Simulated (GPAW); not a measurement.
# SiH3IO (SMILES O[SiH2]I): levels of theory compared

Wanted: a comparison of 3 runs (PBE/real-space grid, BLYP-D3(BJ)/dzp, PBE/dzp) of SiH3IO. 

The calculation is run with GPAW 26.7.0.

4 further runs of the same task are left out: 1 that didn't finish, 3 set aside as unsound or not needed.

## 1. The molecule

SiH3IO: 6 atoms, total charge 0, spin state singlet. SMILES: `O[SiH2]I`. The shape is that of a GFN2-xTB optimisation. This is one conformer, not always the lowest.

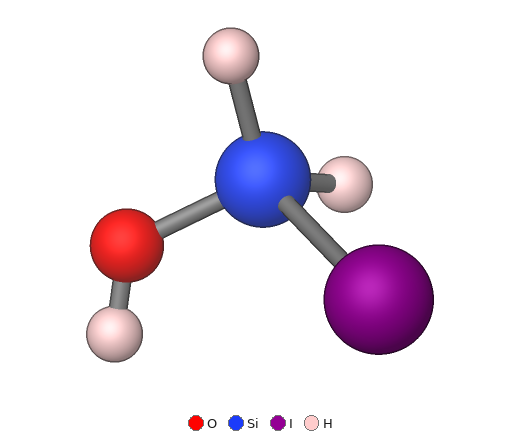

Viewed from a chosen angle; oxygen red, silicon blue, iodine purple, hydrogen pink.

## 2. The charge distribution at PBE/real-space grid (scalar-relativistic datasets) (run 1)

Input file run.py:

```python
import numpy as np
from ase import Atoms
from ase.units import Debye
from gpaw import GPAW

system = Atoms("OSiIHHH",
    positions=[[ -1.255710,  -0.327440,   0.102980],
               [  0.231910,   0.267550,   0.274780],
               [  1.803680,  -1.086510,  -1.067240],
               [ -1.663380,  -0.532160,  -0.733230],
               [  0.358260,   1.614990,  -0.250720],
               [  0.525250,   0.063560,   1.673420]])
system.center(vacuum=4.5)

dft = GPAW(mode="fd", h=0.18, xc="PBE", maxiter=150, txt="-")
system.calc = dft

energy = system.get_potential_energy()
print(f"Energy                  {energy:.5f} eV")
forces = system.get_forces()
print("Forces (eV/Ang)")
for symbol, f in zip(system.symbols, forces):
    print(f'{symbol:2} {f[0]:9.4f} {f[1]:9.4f} {f[2]:9.4f}')
dipole = system.get_dipole_moment() / Debye
print(f"Dipole                  {np.linalg.norm(dipole):.3f} D")
homo, lumo = dft.get_homo_lumo()
print(f"HOMO = {homo:.3f} eV")
print(f"LUMO: {lumo:.3f} eV")
print(f"Gap = {lumo - homo:.3f} eV")
```

On the command line:

```sh
$ python run.py
```

The log of the run:

```text
[...]
Number of symmetries: 1
[...]
  Number of IBZ points: 1
[...]
Spin-components: 1 (collinear spins)
Bands:           15
[...]
  Valence electrons: 20.0
[...]
  Grid points: [68 64 64]
  Charge: 0.0  # |e|
[...]
    cutoffs:
[...]
occupation numbers:
  # Zero width
[...]
xc functional:
  name: PBE with 2 nearest neighbor stencil
[...]
|iter     |     time |      energy | eigst |  dens |
[...]
|iter:   1| 00:00:03 |  -28.122872 | +1.02 |       |
[...]
|iter:  13| 00:00:19 |  -25.767824c| -7.64c| -5.68c|
Converged in 13 steps
[...]
Energy contributions relative to reference atoms: (reference = -203505.462704)
Energy contributions:
  Kinetic:          36.932343
  Coulomb:         -38.014233
  Zero:              0.476175
  External:          0.000000
  Xc:              -25.162109
  Entropy:           0.000000
  Spinorbit:         0.000000
  ----------------------------
  Free energy:     -25.767824
  Extrapolated:    -25.767824
dipole moment: (-0.241783, 0.159743, -0.068083)  # |e|*Ang
Fermi level: -3.923
Eigenvalues  # (at kpt = [0.000, 0.000, 0.000])
| band index |      eig [eV] | occ [0-2] |
|------------|---------------|-----------|
|          0 |       -25.731 |     2.000 |
|        ... |               |           |
|          2 |       -14.759 |     2.000 |
|          3 |       -11.808 |     2.000 |
|          4 |        -9.951 |     2.000 |
|          5 |        -9.603 |     2.000 |
|          6 |        -8.318 |     2.000 |
|          7 |        -7.706 |     2.000 |
|          8 |        -6.636 |     2.000 |
|          9 |        -6.509 |     2.000 |
|         10 |        -1.338 |     0.000 |
|         11 |        -1.085 |     0.000 |
[...]
Gap: 5.171 eV
Transition (v -> c):
[...]
Forces (eV/Ang)
O    -1.2562   -0.3837    0.6609
Si    0.8677   -0.3688   -0.6030
I     0.1804   -0.0585   -0.0462
H    -0.2111   -0.0841   -0.7271
H     0.1293    0.7453   -0.0931
H     0.2869    0.1022    0.7944
Dipole                  1.430 D
HOMO = -6.509 eV
LUMO: -1.338 eV
Gap = 5.171 eV
```

It took 20 s on 1 thread of Arm Neoverse V1, shared host; peak memory 0.71 GiB.

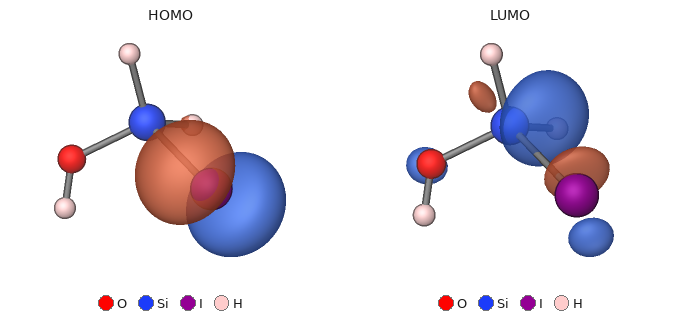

Frontier orbitals of this run, surfaces at ±0.2 Å^-3/2.

## 3. Energy and one-electron properties at BLYP-D3(BJ)/dzp (scalar-relativistic datasets) (run 2)

Input file H3IOSi_sp.py:

```python
import numpy as np
from ase.calculators.mixing import SumCalculator
from ase.io.zmatrix import parse_zmatrix
from ase.units import Debye
from dftd3.ase import DFTD3
from gpaw import GPAW, setup_paths
from gpaw.atom.configurations import parameters
from gpaw.atom.generator import Generator

# Structure
atoms = parse_zmatrix("""
O
Si 1 1.611379
I 2 2.470821 1 109.08767
H 1 0.95255 2 124.615 3 -49.20862
H 2 1.451795 1 112.60997 4 66.78831
H 2 1.443556 5 117.65661 1 -120.6771
""")
atoms.center(vacuum=4.5)

# Generate the setups first
for symbol in ['H', 'I', 'O', 'Si']:
    Generator(symbol, xcname='BLYP', scalarrel=True, nofiles=True, txt=None).run(**parameters[symbol])
setup_paths.insert(0, '.')

# DFT calculator
calc = GPAW(mode='lcao', basis='dzp', h=0.18, xc='BLYP', maxiter=120, txt='-')
atoms.calc = SumCalculator([DFTD3(method='BLYP', damping='d3bj'), calc])

energy = atoms.get_potential_energy()
print(f'Energy                  {energy:.5f} eV')
dipole = calc.get_dipole_moment(atoms) / Debye
print(f'Dipole                  {np.linalg.norm(dipole):.3f} D')
```

On the command line:

```sh
$ OMP_NUM_THREADS=1 python H3IOSi_sp.py
```

The log of the run:

```text
[...]
Number of symmetries: 1
[...]
  Number of IBZ points: 1
[...]
basis functions: 54
Spin-components: 1 (collinear spins)
Bands:           15
[...]
  Valence electrons: 20.0
[...]
  Grid points: [68 68 64]
  Charge: 0.0  # |e|
[...]
    cutoffs:
[...]
occupation numbers:
  # Zero width
[...]
xc functional:
  name: BLYP with 2 nearest neighbor stencil
[...]
|iter     |     time |      energy | eigst |  dens |
[...]
|iter:   1| 00:00:06 |  -24.287658 |      c|       |
[...]
|iter:   9| 00:00:12 |  -22.568529c|      c| -4.29c|
Converged in 9 steps
[...]
Energy contributions relative to reference atoms: (reference = -203530.501716)
Energy contributions:
  Kinetic:          32.451255
  Coulomb:         -30.601662
  Zero:              0.082464
  External:          0.000000
  Xc:              -24.500586
  Entropy:           0.000000
  Spinorbit:         0.000000
  ----------------------------
  Free energy:     -22.568529
  Extrapolated:    -22.568529
dipole moment: (-0.162589, -0.123969, 0.185876)  # |e|*Ang
Fermi level: -3.176
Eigenvalues  # (at kpt = [0.000, 0.000, 0.000])
| band index |      eig [eV] | occ [0-2] |
|------------|---------------|-----------|
|          0 |       -25.278 |     2.000 |
|        ... |               |           |
|          2 |       -14.395 |     2.000 |
|          3 |       -11.440 |     2.000 |
|          4 |        -9.561 |     2.000 |
|          5 |        -9.088 |     2.000 |
|          6 |        -7.831 |     2.000 |
|          7 |        -7.156 |     2.000 |
|          8 |        -5.958 |     2.000 |
|          9 |        -5.831 |     2.000 |
|         10 |        -0.522 |     0.000 |
|         11 |        -0.006 |     0.000 |
[...]
Gap: 5.309 eV
Transition (v -> c):
  (s=0, k=0, n=9, [0.00, 0.00, 0.00]) -> (s=0, k=0, n=10, [0.00, 0.00, 0.00])
No difference between direct/indirect transitions
vacuum-level: 0.000  # V
Energy                  -22.86454 eV
Dipole                  1.327 D
```

Run time: 16 s. Hardware: 1 thread of Arm Neoverse V1, shared host; peak memory 0.73 GiB.

## 4. Energy and one-electron properties at PBE/dzp (scalar-relativistic datasets) (run 3)

Input file calc.py:

```python
import numpy as np
from ase.io.zmatrix import parse_zmatrix
from ase.units import Debye
from gpaw import GPAW

mol = parse_zmatrix("""
O
Si 1 1.611379
I 2 2.470821 1 109.08767
H 1 0.95255 2 124.615 3 -49.20862
H 2 1.451795 1 112.60997 4 66.78831
H 2 1.443556 5 117.65661 1 -120.6771
""")
mol.center(vacuum=4.5)

calc = GPAW(mode='lcao', basis='dzp', h=0.18, xc='PBE', maxiter=150, txt='-')
mol.calc = calc

energy = mol.get_potential_energy()
print(f'Energy: {energy:.5f} eV')
forces = mol.get_forces()
print('Forces (eV/Ang)')
for symbol, f in zip(mol.symbols, forces):
    print(f'{symbol:2} {f[0]:9.4f} {f[1]:9.4f} {f[2]:9.4f}')
dipole = mol.get_dipole_moment() / Debye
print(f'Dipole = {np.linalg.norm(dipole):.3f} D')
homo, lumo = calc.get_homo_lumo()
print(f'HOMO: {homo:.3f} eV')
print(f'LUMO: {lumo:.3f} eV')
print(f'Gap                     {lumo - homo:.3f} eV')
```

On the command line:

```sh
$ python3 -u calc.py | tee calc.out
```

The log of the run:

```text
[...]
Number of symmetries: 1
[...]
  Number of IBZ points: 1
[...]
basis functions: 54
Spin-components: 1 (collinear spins)
Bands:           15
[...]
  Valence electrons: 20.0
[...]
  Grid points: [68 68 64]
  Charge: 0.0  # |e|
[...]
    cutoffs:
[...]
occupation numbers:
  # Zero width
[...]
xc functional:
  name: PBE with 2 nearest neighbor stencil
[...]
|iter     |     time |      energy | eigst |  dens |
[...]
|iter:   1| 00:00:06 |  -25.493700 |      c|       |
[...]
|iter:   9| 00:00:11 |  -23.838775c|      c| -4.39c|
Converged in 9 steps
[...]
Energy contributions relative to reference atoms: (reference = -203505.462704)
Energy contributions:
  Kinetic:          38.058121
  Coulomb:         -36.299217
  Zero:              0.139043
  External:          0.000000
  Xc:              -25.736722
  Entropy:           0.000000
  Spinorbit:         0.000000
  ----------------------------
  Free energy:     -23.838775
  Extrapolated:    -23.838775
dipole moment: (-0.171708, -0.133200, 0.184886)  # |e|*Ang
Fermi level: -3.364
Eigenvalues  # (at kpt = [0.000, 0.000, 0.000])
| band index |      eig [eV] | occ [0-2] |
|------------|---------------|-----------|
|          0 |       -25.509 |     2.000 |
|        ... |               |           |
|          2 |       -14.573 |     2.000 |
|          3 |       -11.596 |     2.000 |
|          4 |        -9.715 |     2.000 |
|          5 |        -9.275 |     2.000 |
|          6 |        -7.984 |     2.000 |
|          7 |        -7.331 |     2.000 |
|          8 |        -6.190 |     2.000 |
|          9 |        -6.059 |     2.000 |
|         10 |        -0.669 |     0.000 |
|         11 |        -0.159 |     0.000 |
[...]
Gap: 5.390 eV
Transition (v -> c):
[...]
Forces (eV/Ang)
O    -1.2922   -0.9834   -1.0775
Si    0.7745    1.2041    0.1947
I     0.1761    0.1377   -0.0131
H    -0.6288    0.7925    0.9889
H     0.5064   -0.5473    0.6560
H     0.4202   -0.5809   -0.7598
Dipole = 1.370 D
HOMO: -6.059 eV
LUMO: -0.669 eV
Gap                     5.390 eV
```

Wall time 12 s (1 thread of Arm Neoverse V1, shared host); peak memory 0.72 GiB.

## 5. Overview of the runs

```csv
run,level,mode,iteration cap,energy (Eh),dipole moment (D),HOMO energy (eV),LUMO energy (eV),wall time
1,PBE/real-space grid (scalar-relativistic datasets),fd,150,-7479.634763,1.43,-6.51,-1.34,20 s
2,BLYP-D3(BJ)/dzp (scalar-relativistic datasets),lcao,120,-7480.448237,1.33,-5.83,-0.52,16 s
3,PBE/dzp (scalar-relativistic datasets),lcao,150,-7479.563872,1.37,-6.06,-0.67,12 s
```

## 6. Summary of results

| quantity | value |
| --- | --- |
| run 3: energy as printed (from the program's reference atoms) | -23.8388 eV |
| run 3: dipole moment | 1.37 D |
| run 3: HOMO energy | -6.06 eV |
| run 3: LUMO energy | -0.67 eV |
| run 3: HOMO–LUMO gap | 5.39 eV |
| run 3: largest force on an atom | 1.949 eV/Å |

In words: The dipole moment (its size) runs from 1.33 D (BLYP-D3(BJ)/dzp) to 1.43 D (PBE/real-space grid). The two ends differ in method and basis. The HOMO–LUMO gap runs from 5.17 eV (PBE/real-space grid) to 5.39 eV (PBE/dzp). Totals of different functionals can't be ranked against each other. All runs together took 47 s, the longest 20 s.
